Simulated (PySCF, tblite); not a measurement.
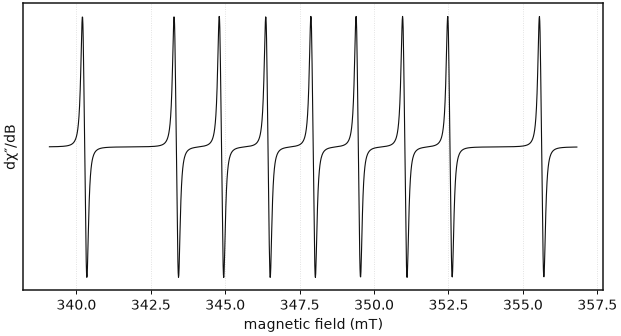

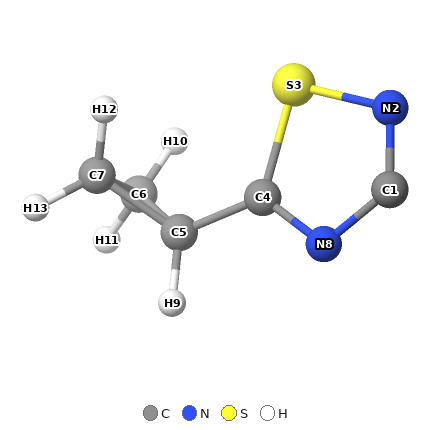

First-order isotropic EPR spectrum (fast tumbling, first derivative) of C₅H₅N₂S, SMILES [c]1nsc(C2CC2)n1, doublet at 9.75 GHz, Lorentzian lines of 0.14 mT full width at half height, from computed g and hyperfine couplings (B3LYP/pcH-1 with PySCF 2.14.0, at a GFN2-xTB geometry (a minimum by its frequencies), gas phase); values of one conformer, averaged over methyl-type rotors alone; other conformers aren't averaged in; no vibrational averaging; dilute isotopes left out. The SMILES is one Lewis form and needn't show where the spin sits.

Which couplings does the calculation give? The spectrum shows the sizes of those above the line width, not their signs.

Answer.
| nuclei | isotope | a (mT) | a (MHz) |
| --- | --- | --- | --- |
| N2 | ¹⁴N | 4.60 | 128.8 |
| N8 | ¹⁴N | 3.08 | 86.2 |
| H9 | ¹H | 0.07 | 1.9 |
| H10, H12 | ¹H | 0.03 | 0.9 |
| H11, H13 | ¹H | 0.03 | 0.7 |

What is the g value, and how wide is the spectrum?

Answer. g_iso = 2.0020, which centres the spectrum at 348.0 mT; it spans 15.5 mT.

Note: the tight-binding geometry is rougher than a DFT one and adds to the error.
